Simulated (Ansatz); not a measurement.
**C4H3FO: a short trajectory**

What does C4H3FO do in its first 30 fs with a Nosé-Hoover thermostat, with the temperature set to 1500 K?

Program: Ansatz 0.2.0, Gaussian basis. Level of theory: BLYP/6-31G*. These are calculated values, not measurements.

## 1. The relaxed structure

The geometry comes from an earlier relaxation with PBE0-D4 in a triple-zeta def2 set; it is a stationary point, not always the lowest conformer.

9 atoms, charge 0, spin multiplicity 1.

Atoms are counted from 1 here; the program's logs count them from 0.

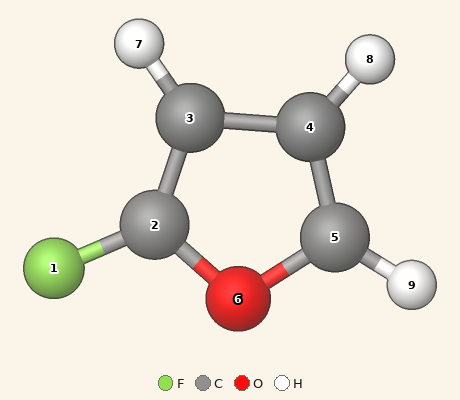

The geometry (fluorine green, carbon grey, oxygen red, hydrogen white); atoms are numbered from 1 in the order of the file.

## 2. Dynamics

Contents of in.yaml:

```yaml
crystal:
  periodic: [false, false, false]
  atoms:
    - {symbol: F, position_ang: [0.981821, 1.122606, -1.992176]}
    - {symbol: C, position_ang: [0.466461, 0.533861, -0.943703]}
    - {symbol: C, position_ang: [0.730360, -0.648602, -0.352188]}
    - {symbol: C, position_ang: [-0.182490, -0.699350, 0.750466]}
    - {symbol: C, position_ang: [-0.900011, 0.443715, 0.717043]}
    - {symbol: O, position_ang: [-0.500925, 1.217046, -0.336526]}
    - {symbol: H, position_ang: [1.464732, -1.374605, -0.655948]}
    - {symbol: H, position_ang: [-0.283044, -1.494082, 1.472077]}
    - {symbol: H, position_ang: [-1.688306, 0.853109, 1.324055]}
basis:
  gaussian: {orbitals: "6-31G*"}
hamiltonian: {xc: {name: BLYP}}
md: {timestep: 1 fs, n_steps: 30, ensemble: nvt_nose_hoover, temperature: 1500, initial_velocities: maxwell_boltzmann, seed: 814}
```

Command:

```console
$ ansatz run in.yaml --threads 4 --pin off --events-out ev --progress --plain --max-ram 10444MiB
```

Standard output, shortened:

```text
Functional definition: BLYP
  name "BLYP"
  cite "Becke, Phys. Rev. A 38, 3098 (1988) doi:10.1103/PhysRevA.38.3098"
  cite "Lee, Yang & Parr, Phys. Rev. B 37, 785 (1988) doi:10.1103/PhysRevB.37.785"
[...]
1043 factors; their error is unknown
[...]
mean field -8957.01157854 eV, -329.1641042309 hartree, gradient 1.6e-5 eV, S^2 0.000000; 0 other end points of the search recorded, 0 dependent functions left out
[...]
reference -8957.01179663 eV, -329.1641122453 hartree; 22, 22 occupied and 74, 74 virtual orbitals, 1043 factors
md step     0: t =     0.00 fs  T =  1500.0 K  F+E_penalty+E_count = -8957.01157854 eV  E_kin = 1.357230 eV  conserved = -8955.65434855 eV  (30 SCF iters)
[...]
md step     7: t =     7.00 fs  T =   570.3 K  F+E_penalty+E_count = -8956.15719210 eV  E_kin = 0.515988 eV  conserved = -8955.64202695 eV  (32 SCF iters)
[...]
md step    14: t =    14.00 fs  T =   745.6 K  F+E_penalty+E_count = -8956.30914172 eV  E_kin = 0.674609 eV  conserved = -8955.63975304 eV  (33 SCF iters)
[...]
md step    21: t =    21.00 fs  T =   675.5 K  F+E_penalty+E_count = -8956.24877140 eV  E_kin = 0.611213 eV  conserved = -8955.64966940 eV  (33 SCF iters)
[...]
md step    28: t =    28.00 fs  T =   805.6 K  F+E_penalty+E_count = -8956.35227125 eV  E_kin = 0.728962 eV  conserved = -8955.64592788 eV  (34 SCF iters)
[...]
md step    29: t =    29.00 fs  T =   750.0 K  F+E_penalty+E_count = -8956.29010768 eV  E_kin = 0.678614 eV  conserved = -8955.63614533 eV  (34 SCF iters)
[...]
md step    30: t =    30.00 fs  T =   801.2 K  F+E_penalty+E_count = -8956.33757009 eV  E_kin = 0.724933 eV  conserved = -8955.63939113 eV  (53 SCF iters)
Total energy: -8956.33779244 eV, -329.1393430484 hartree
Atom 0 at     1.051480     1.064829    -2.104278 Å, force    -1.055919    -0.047853     1.659980 eV/Å
Atom 1 at     0.495696     0.572905    -0.943814 Å, force    -0.883838     1.353761     0.106376 eV/Å
Atom 2 at     0.771575    -0.604360    -0.315091 Å, force    -0.520241     0.519419    -0.739226 eV/Å
Atom 3 at    -0.193383    -0.766371     0.712482 Å, force    -0.868306     2.868643    -0.581846 eV/Å
Atom 4 at    -0.951084     0.385436     0.767095 Å, force     0.869819     0.393325    -1.472124 eV/Å
Atom 5 at    -0.582627     1.312889    -0.242951 Å, force     1.518687    -1.954109    -1.230087 eV/Å
Atom 6 at     1.384012    -1.336097    -0.765652 Å, force     1.031016    -0.877952    -0.200670 eV/Å
Atom 7 at    -0.202709    -1.273512     1.596479 Å, force     0.181661    -2.620075     2.051975 eV/Å
Atom 8 at    -1.805146     0.662396     1.352480 Å, force    -0.272878     0.364841     0.405623 eV/Å
Dipole moment:    -0.051858    -0.223830     0.224590 e Å
```

Wall time 44 s (4 threads of Arm Neoverse N1, shared host).

## 3. The trajectory

One row in 2; energies are counted from the first frame:

```tsv
time (fs)	T (K)	potential (meV)	conserved (meV)	C3–C4 (Å)
0.0	1500	0.0	0.00	1.432
2.0	1137	339.4	10.72	1.369
4.0	742	702.2	16.28	1.331
6.0	642	784.0	7.07	1.329
8.0	550	880.7	20.11	1.356
10.0	842	600.1	2.39	1.397
12.0	843	608.4	10.23	1.443
14.0	746	702.4	14.60	1.490
16.0	786	658.8	5.41	1.532
18.0	592	847.6	17.23	1.557
20.0	636	801.0	8.05	1.558
22.0	623	817.2	10.00	1.539
24.0	542	899.3	17.12	1.510
26.0	762	693.9	7.76	1.481
28.0	806	659.3	8.42	1.452
30.0	801	674.0	14.96	1.419
```

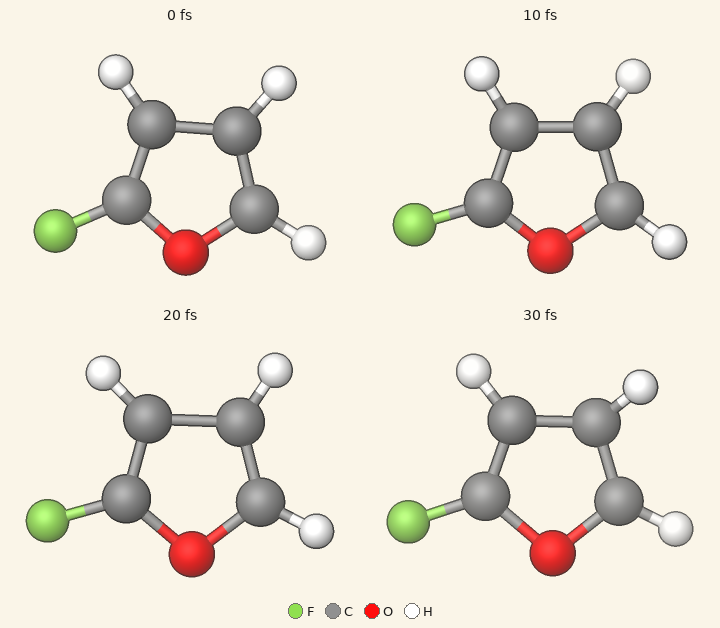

Four frames; sticks are those of the first frame.

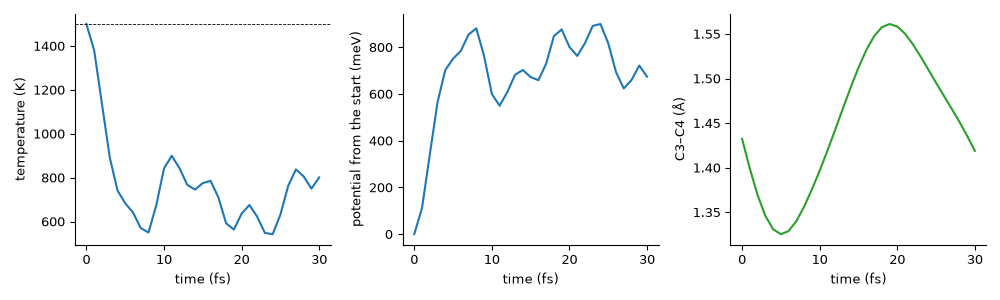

Temperature (the set value dashed), potential energy and the bond that swings most.

Positions (Å) and forces (eV/Å) at 30.0 fs:

```xyz
9

F     1.051    1.065   -2.104   -1.056   -0.048    1.660
C     0.496    0.573   -0.944   -0.884    1.354    0.106
C     0.772   -0.604   -0.315   -0.520    0.519   -0.739
C    -0.193   -0.766    0.712   -0.868    2.869   -0.582
C    -0.951    0.385    0.767    0.870    0.393   -1.472
O    -0.583    1.313   -0.243    1.519   -1.954   -1.230
H     1.384   -1.336   -0.766    1.031   -0.878   -0.201
H    -0.203   -1.274    1.596    0.182   -2.620    2.052
H    -1.805    0.662    1.352   -0.273    0.365    0.406
```

## 4. Results

| quantity | value |
| --- | --- |
| length | 30 steps of 1.0 fs |
| temperature, first and last frame | 1500, 801 K |
| temperature, second half | mean 690 K, from 542 to 838 K |
| swing of the potential | 899 meV |
| largest change of the conserved energy | 20.11 meV |
| range of C3–C4 | 1.325 to 1.561 Å |

From 1500 K at the start the temperature swings between 542 and 1500 K: with 9 atoms it has no steady value yet; energy flows between kinetic and potential parts, and any thermostat adds or takes heat. The conserved energy moves by 20.11 meV, 2.2 % of the potential's swing, so the step is short enough for this stretch. C3–C4 swings most, by 0.24 Å; no bond breaks. A run of 30 fs gives no averages.
